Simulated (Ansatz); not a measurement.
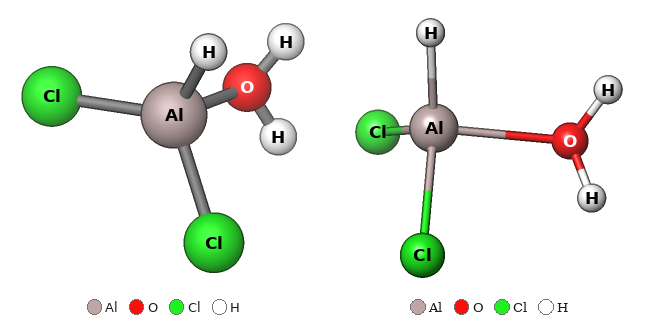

Two views of one molecule.

Description:

It has 7 atoms: 1 aluminium, 2 chlorine, 3 hydrogen and 1 oxygen (AlCl₂H₃O). This geometry has C1 symmetry. Coordination, clear cases only: 1 O trigonal pyramidal.

More results for the same structure follow; atom numbers are the same in all pictures, views and colours differ. The geometry was computed by an optimisation with PBE0-D4/def2-TZVP.

## Shape

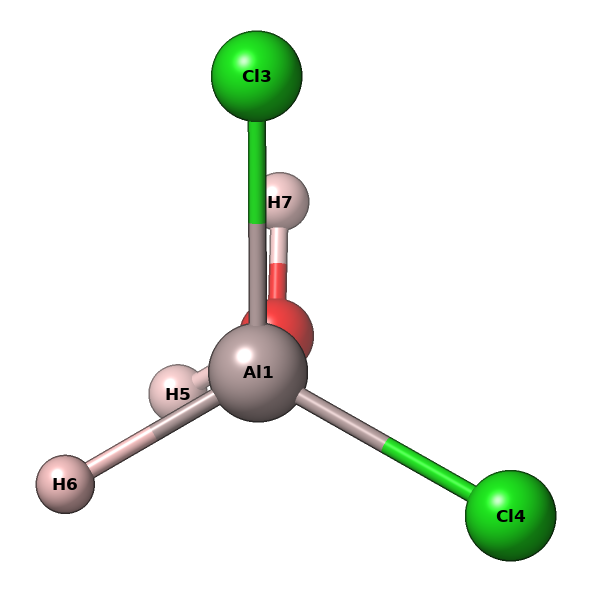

O2 lies behind Al1. The molecule seen nearly along the Al1–O2 bond, Al1 in front. Depth is shown by fading: the farther an atom, the more it takes the colour of the background.

**What is the torsion angle Cl3–Al1–O2–H5? The sign is positive where the front bond must turn clockwise to cover the back bond.**

−123°, anticlinal.

## Electronic properties

Level of theory: RKS PBE0-D4/def2-SVP (Ansatz 0.2.0).

**Give the dispersion correction at this level.**

−13.3 kJ/mol.

## Vibrations

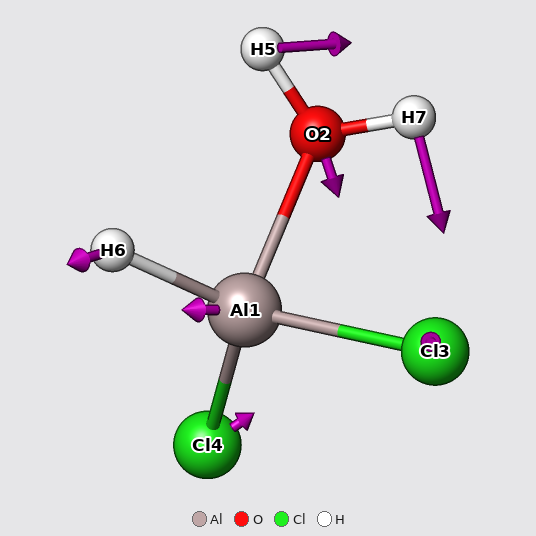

The arrows show one normal mode. Harmonic vibrations computed with RKS PBE0-D4/def2-TZVP (Ansatz 0.2.0) at a stationary point of the same level.

**Describe the motion.**

Mostly angle bending.

**At what wavenumber does it lie?**

184 cm⁻¹; it is mode 4 of 15 counted from the lowest.

## Dipole moment

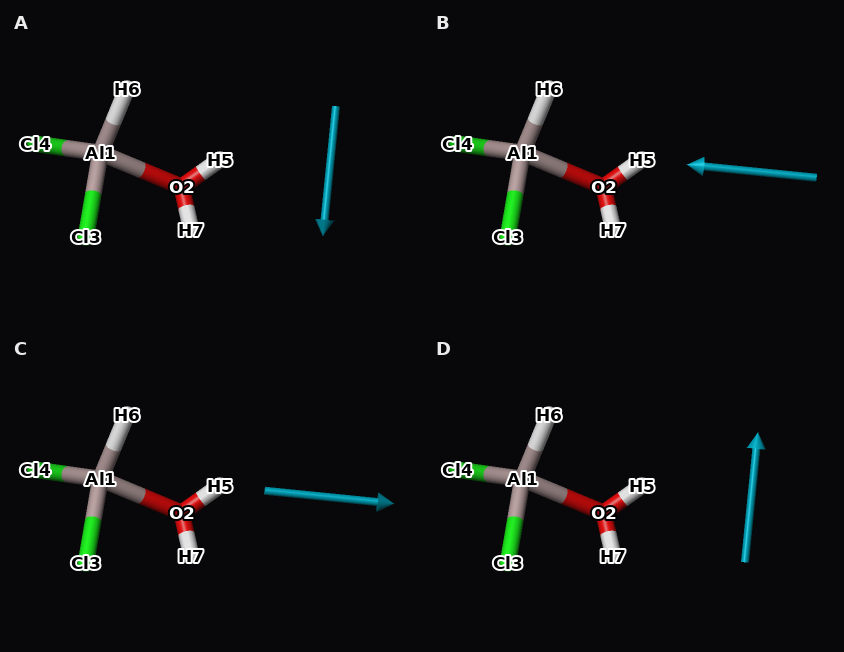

The same molecule four times, each with an arrow. Method: RKS PBE0-D4/def2-TZVP (Ansatz 0.2.0).

**Which arrow points along the dipole moment, from the negative to the positive end?**

C. The dipole moment is 5.48 D; it points from the side of Cl4 to the side of H5 (the outermost atoms at the two ends).

## Thermal motion

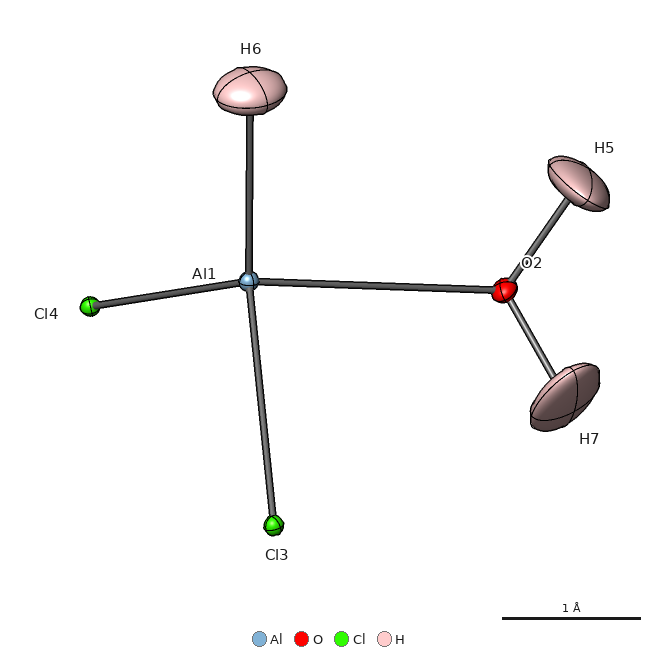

Displacement ellipsoids at the 50 % level, from the internal vibrations of the free molecule (harmonic, no overall translation or rotation; no half-axis is drawn under 0.075 Å). Vibrations computed with RKS PBE0-D4/def2-TZVP (Ansatz 0.2.0). Temperature: 100 K.

**Which atom moves most?**

H5, with U_eq = 0.0555 Å².

**Does H5 move more along its bond or across it?**

Across it: the root-mean-square amplitude is 0.089 Å along the bond and up to 0.364 Å across, since bending and torsion are softer than stretching.

List U_eq and the three principal root-mean-square amplitudes for each kind of atom.

| atom | U_eq (Å²) | rms amplitudes (Å) |
| --- | --- | --- |
| Al1 | 0.0016 | 0.033, 0.042, 0.044 |
| O2 | 0.0035 | 0.032, 0.064, 0.073 |
| Cl3 | 0.0011 | 0.014, 0.034, 0.043 |
| Cl4 | 0.0011 | 0.015, 0.034, 0.044 |
| H5 | 0.0555 | 0.085, 0.164, 0.364 |
| H6 | 0.0226 | 0.100, 0.163, 0.176 |
| H7 | 0.0518 | 0.082, 0.186, 0.337 |
